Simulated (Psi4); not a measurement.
# PBE0/def2-TZVP run of SiF2 (SMILES F[Si]F), part 1 of 2

Aim: the vertical singlet–triplet gap of SiF2 at PBE0/def2-TZVP, from 2 runs. 

The results are computed with Psi4 1.11.

## 1. Starting point

SiF2: 3 atoms, total charge 0, spin state singlet. As SMILES, `F[Si]F`. The shape is that of a PBE0-D4/def2-TZVP optimisation.

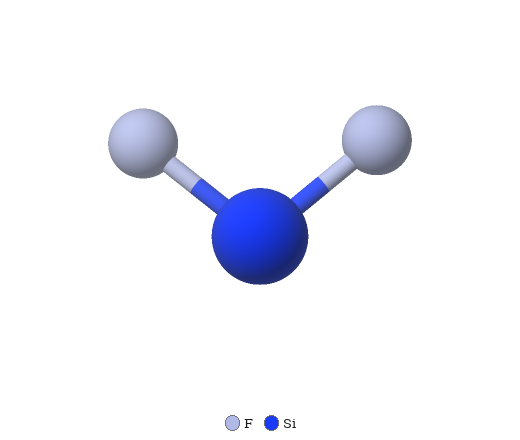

The structure, seen from a chosen angle (fluorine light blue, silicon blue).

## 2. Energy and forces at PBE0/def2-TZVP

job.json reads:

```json
{
  "schema_name": "qcschema_input",
  "schema_version": 1,
  "molecule": {
    "schema_name": "qcschema_molecule",
    "schema_version": 2,
    "symbols": ["F", "Si", "F"],
    "geometry": [0.31426145, 2.35611053, 0.43350317, -1.12419807, -0.08768329, -0.62379859, 0.80993662, -2.26842724, 0.19029542],
    "molecular_charge": 0,
    "molecular_multiplicity": 1,
    "fix_symmetry": "c1",
    "fix_com": true,
    "fix_orientation": true
  },
  "driver": "gradient",
  "model": {
    "method": "pbe0",
    "basis": "def2-TZVP"
  },
  "keywords": {
    "puream": true,
    "e_convergence": 1e-09,
    "d_convergence": 1e-08,
    "scf_type": "pk",
    "dft_radial_points": 99,
    "dft_spherical_points": 590,
    "scf_properties": ["MULLIKEN_CHARGES", "MAYER_INDICES", "QUADRUPOLE"]
  }
}
```

Started as:

```sh
$ psi4 --qcschema job.json -n 1 --memory 1600MB
```

stdout:

```text
Psi4 1.11 release

gradient() will perform analytic gradient computation.

   => Loading Basis Set <=

    Name: DEF2-TZVP
    Role: ORBITAL
    Keyword: BASIS

         ---------------------------------------------------------
                                   SCF
                              RKS Reference
                        1 Threads,   1525 MiB Core
         ---------------------------------------------------------

  ==> Geometry <==

    Molecular point group: c1
    Full point group: C1

    Geometry (in Bohr), charge = 0, multiplicity = 1:

       Center              X                  Y                   Z               Mass
    ------------   -----------------  -----------------  -----------------  -----------------
         F            0.314261450000     2.356110530000     0.433503170000    18.998403162730
         SI          -1.124198070000    -0.087683290000    -0.623798590000    27.976926534650
         F            0.809936620000    -2.268427240000     0.190295420000    18.998403162730

  Running in c1 symmetry.

  Rotational constants: A =      0.96731  B =      0.29216  C =      0.22439 [cm^-1]
  Rotational constants: A =  28999.21249  B =   8758.79541  C =   6727.00133 [MHz]
  Nuclear repulsion =  100.658413757844158

  Charge       = 0
  Multiplicity = 1
  Electrons    = 32
  Nalpha       = 16
  Nbeta        = 16

  ==> Algorithm <==

  SCF Algorithm Type is PK.
  DIIS enabled.
  MOM disabled.
  Fractional occupation disabled.
  Guess Type is SAD.
  Energy threshold   = 1.00e-09
  Density threshold  = 1.00e-08
  Integral threshold = 1.00e-12

  ==> Primary Basis <==

  Basis Set: DEF2-TZVP
    Blend: DEF2-TZVP
    Number of shells: 35
    Number of basis functions: 99
    Number of Cartesian functions: 114
    Spherical Harmonics?: true
    Max angular momentum: 3

  ==> DFT Potential <==

   => LibXC <=

    Version 7.1.2

   => Composite Functional: PBE0 <=

    PBE0 Hyb-GGA Exchange-Correlation Functional

    Deriv               =              1
    GGA                 =           TRUE
    Meta                =          FALSE

    Exchange Hybrid     =           TRUE
    MP2 Hybrid          =          FALSE

   => Exchange Functionals <=

    0.7500   Perdew, Burke & Ernzerhof

   => Exact (HF) Exchange <=

    0.2500               HF

   => Correlation Functionals <=

    1.0000   Perdew, Burke & Ernzerhof

   => LibXC Density Thresholds  <==

    XC_HYB_GGA_XC_PBEH:  1.00E-15

   => Molecular Quadrature <=

    Radial Scheme          =       TREUTLER
    Pruning Scheme         =           NONE
    Nuclear Scheme         =       TREUTLER

    Blocking Scheme        =         OCTREE
    BS radius alpha        =              1
    Pruning alpha          =              1
    Radial Points          =             99
    Spherical Points       =            590
    Total Points           =         169136
    Total Blocks           =           1303
    Max Points             =            256
    Max Functions          =             97
    Weights Tolerance      =       1.00E-15

  ==> Integral Setup <==

  Using in-core PK algorithm.
   Calculation information:
      Number of atoms:                   3
      Number of AO shells:              35
      Number of primitives:             67
      Number of atomic orbitals:       114
      Number of basis functions:        99

      Integral cutoff                 1.00e-12
      Number of threads:                 1

  Performing in-core PK
  Using 24507450 doubles for integral storage.
  We computed 178588 shell quartets total.
  Whereas there are 198765 unique shell quartets.

  ==> DiskJK: Disk-Based J/K Matrices <==

    J tasked:                  Yes
    K tasked:                  Yes
    wK tasked:                  No
    Memory [MiB]:              764
    Schwarz Cutoff:          1E-12

  Cached 100.0% of DFT collocation blocks in 0.371 [GiB].

  Minimum eigenvalue in the overlap matrix is 4.5132768771E-03.
  Reciprocal condition number of the overlap matrix is 1.0377093825E-03.
    Using symmetric orthogonalization.

  ==> Pre-Iterations <==

  SCF Guess: Superposition of Atomic Densities via on-the-fly atomic UHF (no occupation information).

   -------------------------
    Irrep   Nso     Nmo
   -------------------------
     A         99      99
   -------------------------
    Total      99      99
   -------------------------

  ==> Iterations <==

                        Total Energy        Delta E     RMS |[F,P]|

   @RKS iter SAD:  -488.48226134269504   -4.88482e+02   0.00000e+00
   @RKS iter   1:  -488.96686613279235   -4.84605e-01   5.84469e-03 DIIS/ADIIS
   @RKS iter   2:  -488.82679441294471    1.40072e-01   9.00683e-03 DIIS/ADIIS
   @RKS iter   3:  -489.05896296313040   -2.32169e-01   7.23275e-04 DIIS/ADIIS
   @RKS iter   4:  -489.06015685294676   -1.19389e-03   4.84968e-05 DIIS
   @RKS iter   5:  -489.06016259498983   -5.74204e-06   1.20954e-05 DIIS
   @RKS iter   6:  -489.06016318773413   -5.92744e-07   1.16678e-06 DIIS
   @RKS iter   7:  -489.06016319284748   -5.11335e-09   4.58692e-07 DIIS
   @RKS iter   8:  -489.06016319353290   -6.85418e-10   8.40618e-08 DIIS
   @RKS iter   9:  -489.06016319354245   -9.54969e-12   6.24557e-08 DIIS
   @RKS iter  10:  -489.06016319355410   -1.16529e-11   2.13559e-09 DIIS
  Energy and wave function converged.

  ==> Post-Iterations <==

   Electrons on quadrature grid:
      Ntotal   =   31.9999988048 ; deviation = -1.195e-06

    Orbital Energies [Eh]
    ---------------------

    Doubly Occupied:

       1A    -66.326749     2A    -24.779807     3A    -24.779802
       4A     -5.397553     5A     -3.733544     6A     -3.730834
       7A     -3.727226     8A     -1.246530     9A     -1.225049
      10A     -0.587811    11A     -0.521665    12A     -0.492674
      13A     -0.489394    14A     -0.460396    15A     -0.443638
      16A     -0.304985

    Virtual:

      17A     -0.078173    18A      0.012782    19A      0.040902
      20A      0.180968    21A      0.186359    22A      0.219032
      23A      0.220025    24A      0.259355    25A      0.271940
      26A      0.337633    27A      0.368763    28A      0.395533
      29A      0.561070    30A      0.624691    31A      0.628600
      32A      0.648241    33A      0.659890    34A      0.702524
      35A      0.919590    36A      0.927208    37A      0.930497
      38A      0.938831    39A      0.944326    40A      0.948961
      41A      0.958656    42A      0.997328    43A      1.057853
      44A      1.073700    45A      1.095373    46A      1.153741
      47A      1.230525    48A      1.280786    49A      1.282532
      50A      1.391161    51A      1.616302    52A      1.955304
      53A      2.014791    54A      2.043306    55A      2.135603
      56A      2.397657    57A      2.428782    58A      2.446712
      59A      2.515454    60A      2.580444    61A      2.622556
      62A      3.254951    63A      3.255014    64A      3.281036
      65A      3.306633    66A      3.587248    67A      3.710900
      68A      3.960623    69A      4.007436    70A      5.955938
      71A      6.150274    72A      6.239279    73A      6.838337
      74A      6.842442    75A      6.859355    76A      6.860886
      77A      6.862738    78A      6.866055    79A      6.872451
      80A      6.889443    81A      6.895125    82A      6.902902
      83A      6.925279    84A      6.927540    85A      7.032590
      86A      7.193333    87A      8.262487    88A      8.303705
      89A      8.305926    90A      8.347563    91A      8.539219
      92A      8.547160    93A      8.560930    94A      8.623744
      95A      8.677727    96A      8.836281    97A     10.717926
      98A     56.895530    99A     56.951070

    Final Occupation by Irrep:
              A
    DOCC [    16 ]
    NA   [    16 ]
    NB   [    16 ]

  @RKS Final Energy:  -489.06016319355410

   => Energetics <=

    Nuclear Repulsion Energy =            100.6584137578441585
    One-Electron Energy =                -880.6003546557499249
    Two-Electron Energy =                 322.3411244413840677
    DFT Exchange-Correlation Energy =     -31.4593467370324085
    Empirical Dispersion Energy =           0.0000000000000000
    VV10 Nonlocal Energy =                  0.0000000000000000
    Total Energy =                       -489.0601631935541036

Computation Completed

Properties will be evaluated at   0.000000,   0.000000,   0.000000 [a0]

Properties computed using the SCF density matrix

 Multipole Moments:

 ------------------------------------------------------------------------------------
     Multipole            Electronic (a.u.)      Nuclear  (a.u.)        Total (a.u.)
 ------------------------------------------------------------------------------------

 L = 1.  Multiply by 2.5417464519 to convert [e a0] to [Debye]
 Dipole X            :          5.2479243           -5.6209903           -0.3730660
 Dipole Y            :          0.4093313           -0.4384165           -0.0290851
 Dipole Z            :          2.9119863           -3.1189930           -0.2070067
 Magnitude           :                                                    0.4276400

 L = 2.  Multiply by 1.3450342976 to convert [e a0^2] to [Debye ang]
 Quadrupole XX       :        -41.1039744           24.4863165          -16.6176579
 Quadrupole XY       :          8.7285433           -8.4916008            0.2369424
 Quadrupole XZ       :        -13.4623766           12.4310695           -1.0313071
 Quadrupole YY       :       -114.6633594           96.3808078          -18.2825516
 Quadrupole YZ       :         -6.3439464            6.0731446           -0.2708018
 Quadrupole ZZ       :        -22.7397436            7.4649816          -15.2747619
 Traceless XX        :         18.3983847          -18.2910521            0.1073326
 Traceless YY        :        -55.1610003           53.6034391           -1.5575611
 Traceless ZZ        :         36.7626155          -35.3123870            1.4502285

 ------------------------------------------------------------------------------------
  Mulliken Charges: (a.u.)
   Center  Symbol    Alpha    Beta     Spin     Total
       1     F     4.63595  4.63595  0.00000 -0.27191
       2    SI     6.72809  6.72809  0.00000  0.54382
       3     F     4.63596  4.63596  0.00000 -0.27191

   Total alpha = 16.00000, Total beta = 16.00000, Total charge = -0.00000

  Mayer Bond Indices:

  Irrep: 1 Size: 3 x 3

                 1                   2                   3

    1     0.00000000000000     1.10934688212490    -0.00121287806267
    2     1.10934688212490     0.00000000000000     1.10933939360421
    3    -0.00121287806267     1.10933939360421     0.00000000000000

  Atomic Valences:

 #  #
 Irrep: 1
      1:    1.108134004062232
      2:    2.218686275729111
      3:    1.108126515541533

	total time  =          6 seconds =       0.10 minutes

         ------------------------------------------------------------
                                   SCF GRAD
         ------------------------------------------------------------

  ==> Geometry <==

    Molecular point group: c1
    Full point group: C1

    Geometry (in Bohr), charge = 0, multiplicity = 1:

       Center              X                  Y                   Z               Mass
    ------------   -----------------  -----------------  -----------------  -----------------
         F            0.314261450000     2.356110530000     0.433503170000    18.998403162730
         SI          -1.124198070000    -0.087683290000    -0.623798590000    27.976926534650
         F            0.809936620000    -2.268427240000     0.190295420000    18.998403162730

  Nuclear repulsion =  100.658413757844158

  ==> Basis Set <==

  Basis Set: DEF2-TZVP
    Blend: DEF2-TZVP
    Number of shells: 35
    Number of basis functions: 99
    Number of Cartesian functions: 114
    Spherical Harmonics?: true
    Max angular momentum: 3

  ==> DirectJKGrad: Integral-Direct SCF Gradients <==

    Gradient:                    1
    J tasked:                  Yes
    K tasked:                  Yes
    wK tasked:                  No
    Integrals threads:           1
    Schwarz Cutoff:          1E-12

  ==> DFT Potential <==

   => LibXC <=

    Version 7.1.2

   => Composite Functional: PBE0 <=

    PBE0 Hyb-GGA Exchange-Correlation Functional

    Deriv               =              1
    GGA                 =           TRUE
    Meta                =          FALSE

    Exchange Hybrid     =           TRUE
    MP2 Hybrid          =          FALSE

   => Exchange Functionals <=

    0.7500   Perdew, Burke & Ernzerhof

   => Exact (HF) Exchange <=

    0.2500               HF

   => Correlation Functionals <=

    1.0000   Perdew, Burke & Ernzerhof

   => LibXC Density Thresholds  <==

    XC_HYB_GGA_XC_PBEH:  1.00E-15

   => Molecular Quadrature <=

    Radial Scheme          =       TREUTLER
    Pruning Scheme         =           NONE
    Nuclear Scheme         =       TREUTLER

    Blocking Scheme        =         OCTREE
    BS radius alpha        =              1
    Pruning alpha          =              1
    Radial Points          =             99
    Spherical Points       =            590
    Total Points           =         169136
    Total Blocks           =           1303
    Max Points             =            256
    Max Functions          =             97
    Weights Tolerance      =       1.00E-15

  -Total Gradient:
     Atom            X                  Y                   Z
    ------   -----------------  -----------------  -----------------
       1        0.000067628988     0.000029391701     0.000040206443
       2       -0.000023689175     0.000001585530    -0.000012763171
       3        0.000075610990    -0.000021668827     0.000038891666

	total time  =          4 seconds =       0.07 minutes

    Psi4 run time: 0:00:09.67
```

The result, in JSON:

```text
{
 "driver": "gradient",
 "model": {
  "method": "pbe0",
  "basis": "def2-TZVP"
 },
 "success": true,
 "return_result": [6.76289875107261e-05, 2.939170083696152e-05, 4.0206443335966124e-05, -2.3689175117080907e-05, 1.5855304868542253e-06, -1.2763171053697953e-05, 7.56109897497026e-05, -2.1668826703458155e-05, 3.88916663598346e-05],
 "properties": {
  "calcinfo_nbasis": 99,
  "calcinfo_nmo": 99,
  "calcinfo_nalpha": 16,
  "calcinfo_nbeta": 16,
  "calcinfo_natom": 3,
  "nuclear_repulsion_energy": 100.65841375784416,
  "return_energy": -489.0601631935541,
  "return_gradient": [6.76289875107261e-05, 2.939170083696152e-05, 4.0206443335966124e-05, -2.3689175117080907e-05, 1.5855304868542253e-06, -1.2763171053697953e-05, 7.56109897497026e-05, -2.1668826703458155e-05, 3.88916663598346e-05],
  "scf_one_electron_energy": -880.6003546557499,
  "scf_two_electron_energy": 322.34112444138407,
  "scf_xc_energy": -31.45934673703241,
  "scf_dipole_moment": [-0.37306603435130103, -0.02908512682848463, -0.2070066590082984],
  "scf_total_energy": -489.0601631935541,
  "scf_total_gradient": [6.76289875107261e-05, 2.939170083696152e-05, 4.0206443335966124e-05, -2.3689175117080907e-05, 1.5855304868542253e-06, -1.2763171053697953e-05, 7.56109897497026e-05, -2.1668826703458155e-05, 3.88916663598346e-05],
  "scf_iterations": 10
 }
}
```

Wall time 11 s (1 thread of Intel Xeon 6975P-C (Granite Rapids), shared host); peak memory 0.79 GiB.

(Continued in part 2 of 2.)
